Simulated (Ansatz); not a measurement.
# Cl2GeH2···H2O: what the fields show

Input

```
crystal:
  periodic: [false, false, false]
  atoms:
    - { symbol: Ge, position_ang: [0.328836, 0.389373, -0.430894] }
    - { symbol: O, position_ang: [-0.101508, -0.185395, 2.454842] }
    - { symbol: H, position_ang: [-0.932503, 0.04041, 2.916953] }
    - { symbol: Cl, position_ang: [2.038924, -0.045992, -1.70488] }
    - { symbol: Cl, position_ang: [-1.062778, 1.640894, -1.543726] }
    - { symbol: H, position_ang: [-0.378372, -0.9388, -0.131113] }
    - { symbol: H, position_ang: [0.867122, 1.278078, 0.716433] }
    - { symbol: H, position_ang: [0.37118, 0.684432, 2.414484] }
basis:
  gaussian: { orbitals: def2-SVP }
hamiltonian:
  xc: pbe
  dispersion: d4
relax:
  f_tol: 0.03
  max_steps: 50
output:
  orbitals: {}
```

Run with:

```sh
ansatz run input.yaml --threads 2 --pin off --max-ram 3072MiB --backend cpu --events-out ev --progress --plain --runs-dir out
```

The fields are those of the run's last geometry, not of the input's.

All numbers below come from RKS PBE-D4/def2-SVP (Ansatz 0.2.0).

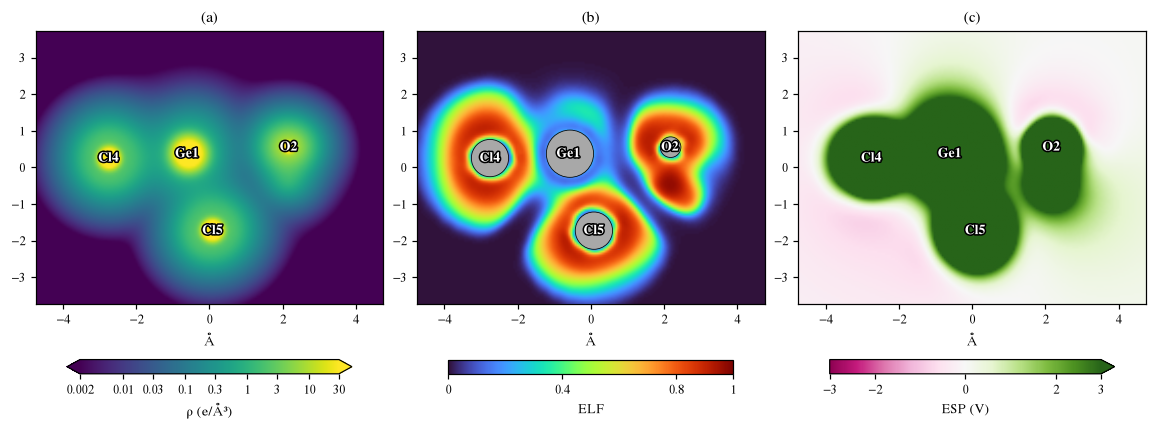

Figure 1. (a) total electron density; (b) electron localisation function; (c) molecular electrostatic potential on the plane of atoms Cl4, Ge1 and Cl5. Grey discs cover the atomic cores in the ELF map.

Question: Read the bonding off the picture.

Answer: Atoms in the plane: Ge, O and Cl. Ge1···O2 (2.75 Å): the density falls to about 0.14 e/Å³ on the way; the ELF dips to about 0.10 between them. Ge–Cl (2.19 Å): ρ is about 0.68 e/Å³ halfway; the ELF peaks at about 0.85 in the valence shell of Cl, 0.9 Å from its nucleus, and is about 0.65 at the midpoint. The ELF also peaks beside Cl5, Cl4 and O2, away from the bonds: lone-pair regions. Outside the dense part of the complex the potential is most negative (−0.8 V) near Cl4.

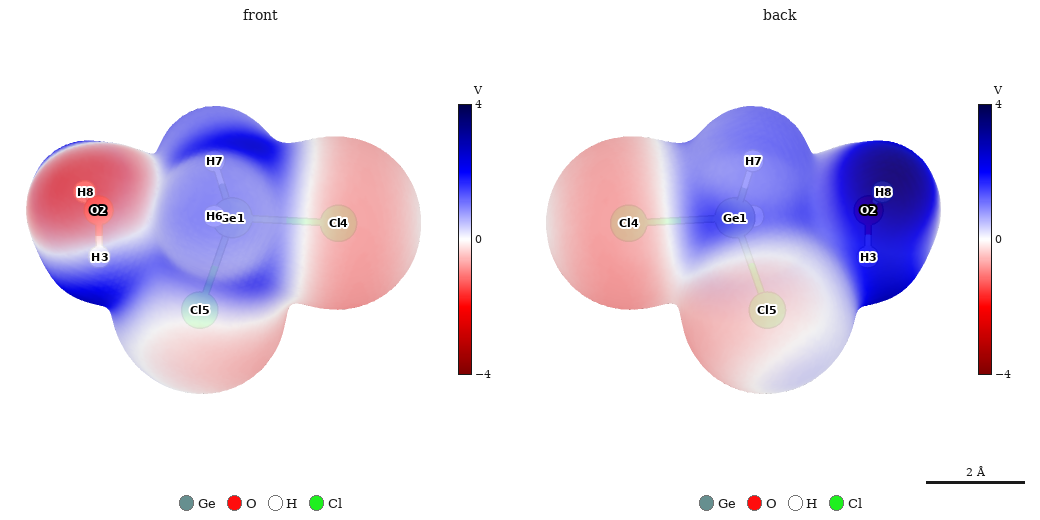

Figure 2. The electrostatic potential painted on the density surface at 0.004 e/bohr³, seen from the front and from behind; the colour scale runs from red (negative) to blue (positive).

Question: Describe the electrostatic potential map.

Answer: The most negative region (about −1.3 V) lies over O2, the most positive (about +3.3 V) over H8. O2 is the likeliest acceptor of a hydrogen bond.

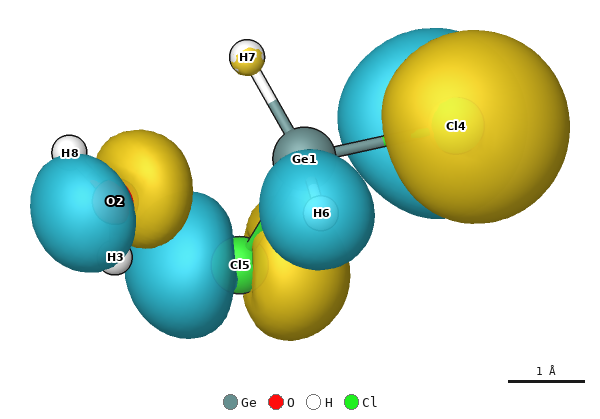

Figure 3. The HOMO−1 at ±0.08 Å⁻³ᐟ² (yellow and cyan are the two phases), seen at an oblique angle.

Question: Where does this orbital lie, and at what energy?

Answer: Its weight (Hirshfeld) is mainly on Cl4 (about 60 %), Cl5 (about 15 %) and O2 (about 10 %). Its energy is −7.14 eV.
